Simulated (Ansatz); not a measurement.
Consider GeAs$_{5}$.

Input file:

```
crystal:
  lattice:
    - [5.1585141581, 0.0, 0.0]
    - [-2.5792570791, 4.4674043067, 0.0]
    - [0.0, 0.0, 5.2999364194]
  atoms:
    - { symbol: Ge, position: [0.0, 0.0, 0.0] }
    - { symbol: As, position: [0.7136148116, 0.0, 0.5] }
    - { symbol: As, position: [0.2863851884, 0.2863851884, 0.5] }
    - { symbol: As, position: [0.0, 0.7136148116, 0.5] }
    - { symbol: As, position: [0.6666666667, 0.3333333333, 0.0] }
    - { symbol: As, position: [0.3333333333, 0.6666666667, 0.0] }
basis:
  ecutwfc: 420
kpoints:
  mp_grid: { grid: [12, 12, 8] }
hamiltonian:
  xc: pbe
scf:
  occupations: { method: gaussian, width: 0.1 }
output:
  forces: true
  stress: true
  eigenvalues: true
  write_density: true
  write_potential: true
  elf: true
  volumetric_format: npy
relax:
  adjacent_minimum: "off"
  f_tol: 0.01
  max_steps: 80
  cell: { stress_tol: 0.05 }
```

Launched as:

```sh
ansatz run input.yaml --threads 1 --pin off --max-ram 2560MiB --backend cpu --events-out ev --progress --plain --runs-dir out
```

Below, planes, directions and counts refer to the conventional cell (a = 5.20 Å, b = 5.20 Å, c = 5.22 Å, α = 90.00°, β = 90.00°, γ = 120.00°).

The fields are those of the run's last geometry, not of the input's.

Space group P-62m; a structure generated by program, which may or may not match a known phase; computed without spin polarisation.

Theory: DFT PBE, scalar-relativistic, plane waves, PAW (Ansatz 0.2.0).

> Predict the valence pseudo-density and electron localisation function between the atoms.

Ge–As (3.00 Å): the density is about 0.19 e/Å³ at the midpoint; the ELF is about 0.30 at the midpoint (no shared electron pair shows on this line).

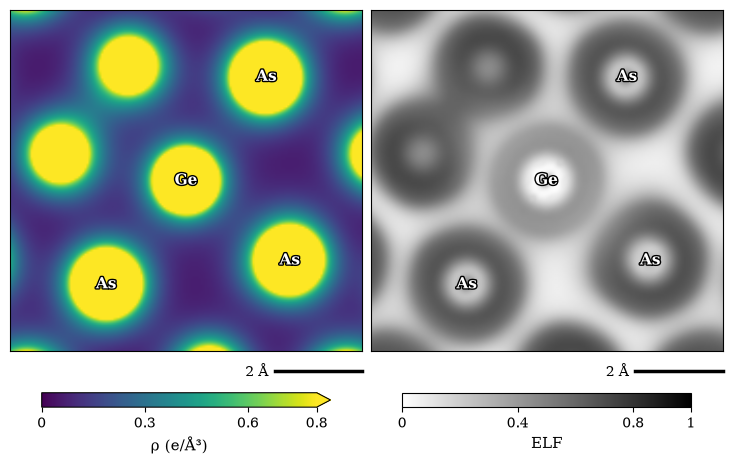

Computed valence pseudo-density and electron localisation function on the (111) plane of the conventional cell, in this order. Atoms just off the plane (As, 0.5 Å away) can leave unmarked features too.
